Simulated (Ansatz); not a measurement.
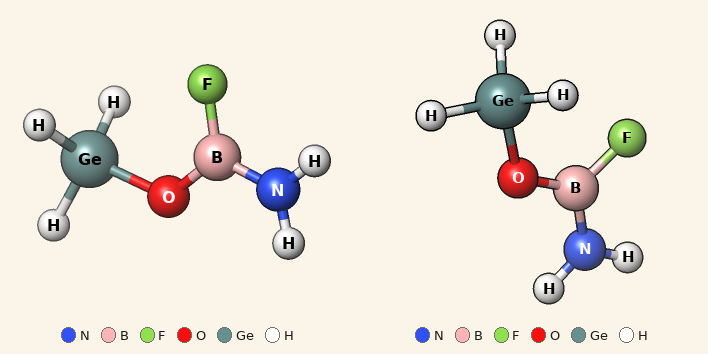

The same structure drawn twice, from different directions.

The geometry was computed by an optimisation with PBE0-D4/def2-TZVP. No frequency run is at hand to confirm it as a minimum.

**What is the molecular formula?**

BFGeH5NO, 10 atoms: 1 boron, 1 fluorine, 1 germanium, 5 hydrogen, 1 nitrogen and 1 oxygen.

**How many sets of symmetry-equivalent atoms are there?**

9: 1 N, 1 B, 1 F, 1 O, 1 Ge, 1 H, 1 H, 2 H, 1 H.

**Count the bonded pairs by element.**

3 Ge–H, 2 N–H, 1 B–N, 1 B–F, 1 B–O, 1 Ge–O.

**What is the point group of this geometry?**

Cs.

**Give a SMILES string for it.**

NB(F)[O][GeH3]

More results for the same structure follow; atom numbers are the same in all pictures, views and colours differ.

## Levels of theory compared

No frequency run is at hand to confirm it as a minimum. Program: Ansatz 0.2.0.

Compare HOMO–LUMO gap (eV) at these levels: B3LYP-D4/def2-TZVPP; PBE-D4/def2-TZVPP; PBE0-D4/def2-TZVPP; r2SCAN-D4/def2-TZVPP; ωB97M-V/def2-TZVPP; ωB97X-V/def2-TZVPP.

| level | HOMO–LUMO gap (eV) |
| --- | --- |
| B3LYP-D4/def2-TZVPP | 7.53 |
| PBE-D4/def2-TZVPP | 5.74 |
| PBE0-D4/def2-TZVPP | 8.06 |
| r2SCAN-D4/def2-TZVPP | 6.45 |
| ωB97M-V/def2-TZVPP | 12.02 |
| ωB97X-V/def2-TZVPP | 12.48 |

## Charges

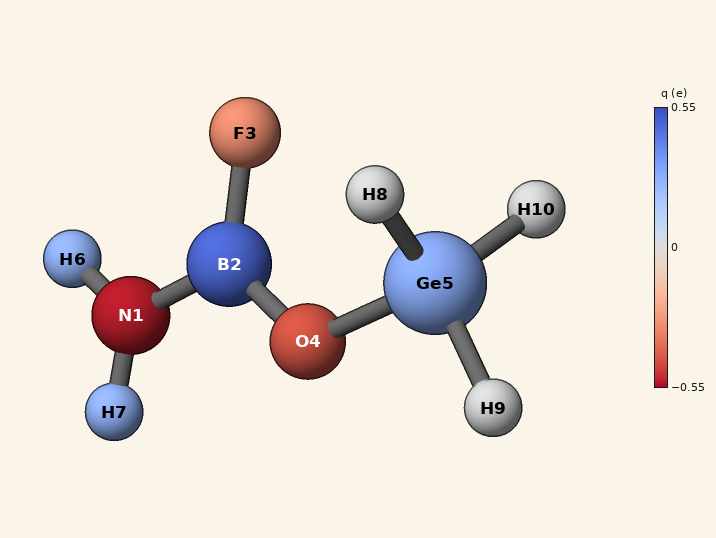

Atoms are coloured by their Mulliken charges. No frequency run is at hand to confirm it as a minimum. Level of theory: RKS PBE0-D4/def2-TZVP (Ansatz 0.2.0).

**Which atom carries the highest charge (most positive or least negative)?**

B2 (0.47 e).

**And the lowest?**

N1 (−0.52 e).

List the Mulliken charges.

```tsv
atom	value (e)
N1	−0.52
B2	0.47
F3	−0.29
O4	−0.43
Ge5	0.27
H6	0.24
H7	0.24
H8	0.01
H9	0.01
H10	0.01
```

## Dipole moment

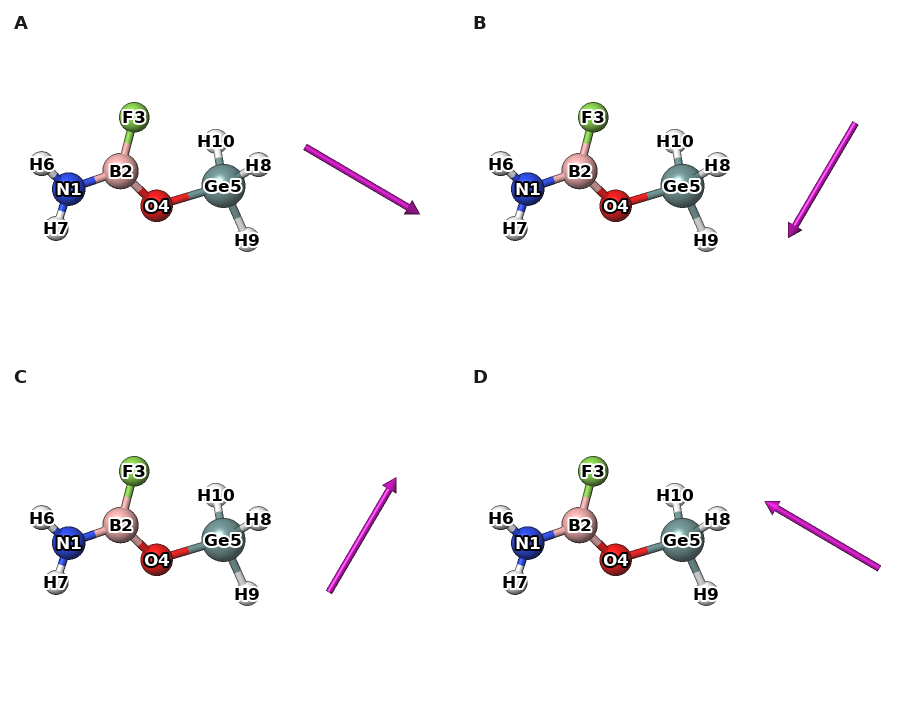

The same molecule four times, each with an arrow. No frequency run is at hand to confirm it as a minimum. Method: RKS PBE-D4/def2-TZVPP (Ansatz 0.2.0).

**Which arrow points along the dipole moment, from the negative to the positive end?**

B. The dipole moment is 0.89 D; it points from the side of H8, H10 to the side of H7 (the outermost atoms at the two ends).

Mulliken values depend strongly on the basis set and can even reverse the polarity of a bond.
